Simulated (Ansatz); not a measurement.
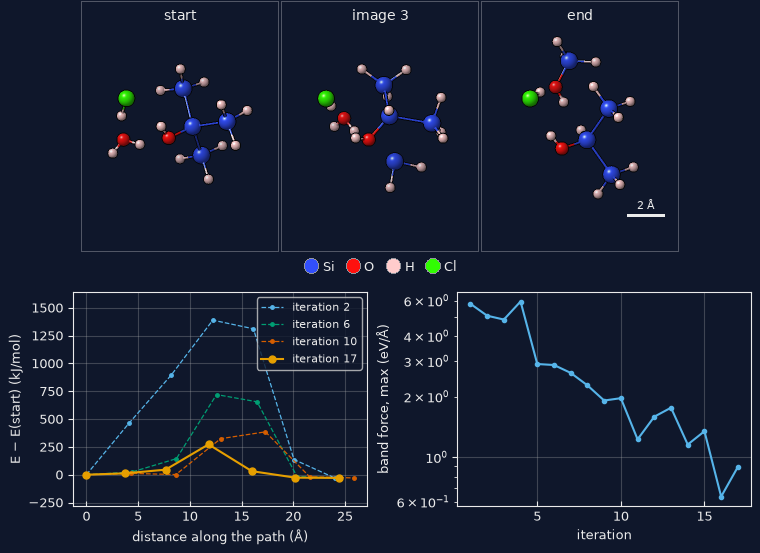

NEB run on Si4H13O2Cl. Images are numbered from 0 (start) to 6 (end). The plot follows the band through its iterations. A ball-and-stick model, seen at a tilt.

Theory: RKS PBE0-D4/def2-SVP (Ansatz).

The input:
```yaml
crystal:
  periodic: [false, false, false]
  atoms:
    - {symbol: Si, position_ang: [-0.576525, -0.313758, -0.034701]}
    - {symbol: Si, position_ang: [0.782907, -0.983266, 1.759825]}
    - {symbol: Si, position_ang: [-2.824509, -0.459624, 0.622017]}
    - {symbol: Si, position_ang: [-0.201866, -1.733120, -1.857443]}
    - {symbol: O, position_ang: [-0.196257, 1.238703, -0.563125]}
    - {symbol: H, position_ang: [2.128349, 2.570738, 0.401844]}
    - {symbol: Cl, position_ang: [1.543764, 2.986047, 1.530362]}
    - {symbol: H, position_ang: [1.518421, 1.568690, -1.190753]}
    - {symbol: O, position_ang: [2.433332, 1.879151, -1.050809]}
    - {symbol: H, position_ang: [2.222001, -0.816287, 1.425934]}
    - {symbol: H, position_ang: [0.468810, -0.214950, 2.993249]}
    - {symbol: H, position_ang: [0.505382, -2.425057, 2.011904]}
    - {symbol: H, position_ang: [-3.112548, 0.511444, 1.713274]}
    - {symbol: H, position_ang: [-3.084225, -1.835970, 1.126483]}
    - {symbol: H, position_ang: [-3.742065, -0.183148, -0.516335]}
    - {symbol: H, position_ang: [-0.504674, -3.126538, -1.432901]}
    - {symbol: H, position_ang: [1.216831, -1.659202, -2.301629]}
    - {symbol: H, position_ang: [-1.081054, -1.376529, -3.003734]}
    - {symbol: H, position_ang: [-0.137459, 1.898836, 0.142665]}
    - {symbol: H, position_ang: [2.641386, 2.474042, -1.775726]}
basis:
  gaussian: {orbitals: def2-SVP}
hamiltonian: {xc: pbe0, dispersion: d4}
neb:
  images: 5
  climbing: true
  max_iterations: 30
  initial_path: idpp
  final_atoms:
    - {symbol: Si, position_ang: [-0.471750, -0.255518, -1.312870]}
    - {symbol: Si, position_ang: [2.062258, 0.339175, 2.649845]}
    - {symbol: Si, position_ang: [-1.771973, -0.433964, 0.636101]}
    - {symbol: Si, position_ang: [-1.110158, -1.841597, -2.908599]}
    - {symbol: O, position_ang: [-0.514681, 1.229305, -2.017789]}
    - {symbol: H, position_ang: [0.986066, 2.398177, 0.734120]}
    - {symbol: Cl, position_ang: [0.233488, 3.397892, 0.322208]}
    - {symbol: H, position_ang: [0.941181, -0.613174, -0.906949]}
    - {symbol: O, position_ang: [1.847771, 0.974231, 1.124849]}
    - {symbol: H, position_ang: [3.442247, -0.185742, 2.800389]}
    - {symbol: H, position_ang: [-2.527351, -1.632673, -3.306223]}
    - {symbol: H, position_ang: [1.091436, -0.758559, 2.889158]}
    - {symbol: H, position_ang: [-1.383847, 0.579575, 1.654124]}
    - {symbol: H, position_ang: [-1.567621, -1.790876, 1.216303]}
    - {symbol: H, position_ang: [-3.214266, -0.262736, 0.316376]}
    - {symbol: H, position_ang: [-0.977658, -3.192999, -2.298161]}
    - {symbol: H, position_ang: [-0.245029, -1.768989, -4.115612]}
    - {symbol: H, position_ang: [1.828556, 1.466178, 3.578533]}
    - {symbol: H, position_ang: [-0.384726, 2.000108, -1.448692]}
    - {symbol: H, position_ang: [1.736058, 0.352386, 0.393292]}
```

Run as
```bash
ansatz run in.yaml --threads 4 --pin off --events-out ev --progress --plain --max-ram 46080MiB --backend cuda --devices 0, --max-vram 37GiB
```

Question: Did the band converge, and can the barrier be trusted?

Answer: The result isn't final. The run hit its time limit after 17 iterations, unconverged. The largest component of the band force went from 5.8 to 0.9 eV/Å. The barrier read from it is provisional: over the last two iterations the highest image moved from 279.7 kJ/mol to 272.4 kJ/mol. The largest force component is 0.43 eV/Å at the start and 0.43 eV/Å at the end; an end with forces this large is no minimum, and the barrier measured from it can be far off. The settings are unsound (end atoms swapped), so the numbers of this run aren't to be trusted. The first iteration put the highest image at 1613.0 kJ/mol. The energy climbs by 272.4 kJ/mol to image 3 and then falls by 301.5 kJ/mol, so the end point sits at −29.1 kJ/mol.

The run took about 150 s of wall time on a shared GPU.
